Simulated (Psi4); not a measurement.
# A Psi4 job on CH3B (SMILES B[CH])

Wanted: the charge distribution of CH3B.

The calculation is run with Psi4 1.11.

5 further runs of the same task are left out: 1 that didn't finish, 4 set aside as unsound or not needed.

## (1) The structure to begin with

CH3B: 5 atoms, total charge 0, spin state triplet. SMILES: `B[CH]`. Geometry: relaxed at GFN2-xTB.

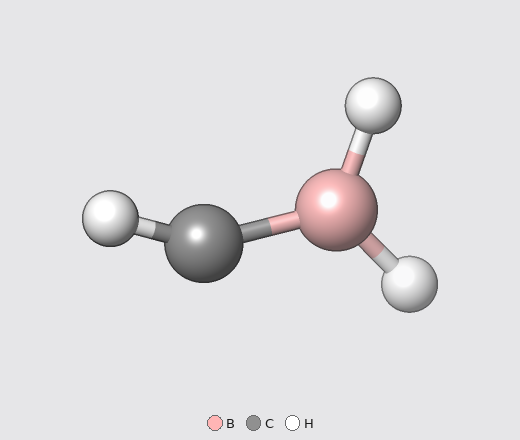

The structure, seen from a chosen angle (boron pink, carbon grey, hydrogen white).

## (2) The run

calc.dat

```
memory 1600 MB

molecule m {
  0 3
  B
  C 1 1.462604
  H 1 1.181517 2 120.42239
  H 1 1.174309 3 117.71873 2 -179.97203
  H 2 1.068014 1 150.80989 4 179.97404
  symmetry c1
}

set basis pcseg-0
set reference uhf
set scf_type df
set freeze_core true
set mp_type df
set maxiter 2

energy_value, wavefunction = energy("omp3", return_wfn=True)
oeprop(wavefunction, "WIBERG_LOWDIN_INDICES", "NO_OCCUPATIONS", "MULLIKEN_CHARGES", "ESP_AT_NUCLEI", title="OMP3")
print_variables()
```

The run is started by

```sh
$ psi4 calc.dat calc.out -n 1
```

calc.out:

```text
Psi4 1.11 release

    For method 'OMP3', SCF Algorithm Type (re)set to DISK_DF.

   => Loading Basis Set <=

    Name: PCSEG-0
    Role: ORBITAL
    Keyword: BASIS

         ---------------------------------------------------------
                                   SCF
                              UHF Reference
                        1 Threads,   1525 MiB Core
         ---------------------------------------------------------

  ==> Geometry <==

    Molecular point group: c1
    Full point group: C1

    Geometry (in Angstrom), charge = 0, multiplicity = 3:

       Center              X                  Y                   Z               Mass
    ------------   -----------------  -----------------  -----------------  -----------------
         B           -0.000018522809    -0.020995237245    -0.719758850352    11.009305360000
         C           -0.000018522809    -0.020995237245     0.742845149648    12.000000000000
         H           -0.000018522809     0.997845605843    -1.318044532736     1.007825032230
         H            0.000488951465    -1.018395367132    -1.339592982078     1.007825032230
         H           -0.000047540806     0.499884774231     1.675228073665     1.007825032230

  Running in c1 symmetry.

  Rotational constants: A =      7.44456  B =      0.89863  C =      0.80184 [cm^-1]
  Rotational constants: A = 223182.24321  B =  26940.24745  C =  24038.56170 [MHz]
  Nuclear repulsion =   22.748851701930988

  Charge       = 0
  Multiplicity = 3
  Electrons    = 14
  Nalpha       = 8
  Nbeta        = 6

  ==> Algorithm <==

  SCF Algorithm Type is DISK_DF.
  DIIS enabled.
  MOM disabled.
  Fractional occupation disabled.
  Guess Type is SAD.
  Energy threshold   = 1.00e-08
  Density threshold  = 1.00e-08
  Integral threshold = 1.00e-12

  ==> Primary Basis <==

  Basis Set: PCSEG-0
    Blend: PCSEG-0
    Number of shells: 16
    Number of basis functions: 24
    Number of Cartesian functions: 24
    Spherical Harmonics?: true
    Max angular momentum: 1

   => Loading Basis Set <=

    Name: (PCSEG-0 AUX)
    Role: JKFIT
    Keyword: DF_BASIS_SCF

  ==> Integral Setup <==

  ==> DiskDFJK: Density-Fitted J/K Matrices <==

    J tasked:                  Yes
    K tasked:                  Yes
    wK tasked:                  No
    Integrals threads:           1
    Memory [MiB]:             1144
    Algorithm:                Core
    Integral Cache:           SAVE
    Schwarz Cutoff:          1E-12
    Fitting Condition:       1E-10

   => Auxiliary Basis Set <=

  Basis Set: (PCSEG-0 AUX)
    Blend: DEF2-UNIVERSAL-JKFIT
    Number of shells: 68
    Number of basis functions: 204
    Number of Cartesian functions: 238
    Spherical Harmonics?: true
    Max angular momentum: 4

  Minimum eigenvalue in the overlap matrix is 1.3645632147E-02.
  Reciprocal condition number of the overlap matrix is 3.2906314571E-03.
    Using symmetric orthogonalization.

  ==> Pre-Iterations <==

  SCF Guess: Superposition of Atomic Densities via on-the-fly atomic UHF (no occupation information).

   -------------------------
    Irrep   Nso     Nmo
   -------------------------
     A         24      24
   -------------------------
    Total      24      24
   -------------------------

  ==> Iterations <==

                           Total Energy        Delta E     RMS |[F,P]|

   @DF-UHF iter SAD:   -63.04522667591405   -6.30452e+01   0.00000e+00
   @DF-UHF iter   1:   -63.97652367124992   -9.31297e-01   6.46325e-03 DIIS/ADIIS
   @DF-UHF iter   2:   -64.00819598976780   -3.16723e-02   2.52349e-03 DIIS/ADIIS

PsiException: Could not converge SCF iterations in 2 iterations.

  Failed to converge.

psi4.driver.p4util.exceptions.SCFConvergenceError: Could not converge SCF iterations in 2 iterations.

Printing out the relevant lines from the Psithon --> Python processed input file:
    core.set_global_option("REFERENCE", "uhf")
    core.set_global_option("SCF_TYPE", "df")
    core.set_global_option("FREEZE_CORE", "true")
    core.set_global_option("MP_TYPE", "df")
    core.set_global_option("MAXITER", 2)
--> energy_value, wavefunction = energy("omp3", return_wfn=True)
    oeprop(wavefunction, "WIBERG_LOWDIN_INDICES", "NO_OCCUPATIONS", "MULLIKEN_CHARGES", "ESP_AT_NUCLEI", title="OMP3")
    print_variables()

!-----------------------------------------------------!
!                                                     !
!  Could not converge SCF iterations in 2 iterations. !
!                                                     !
!-----------------------------------------------------!

    Psi4 run time: 0:00:00.55
```

It took 1.6 s on 1 thread of Intel Xeon 6975P-C (Granite Rapids), shared host; peak memory 0.18 GiB.

## (3) Diagnosis

No converged result was reached.

The telling line is `Could not converge SCF iterations in 2 iterations.`. What is wrong: the iteration cap is too low for convergence. To mend it: iteration cap at its default in place of 2.
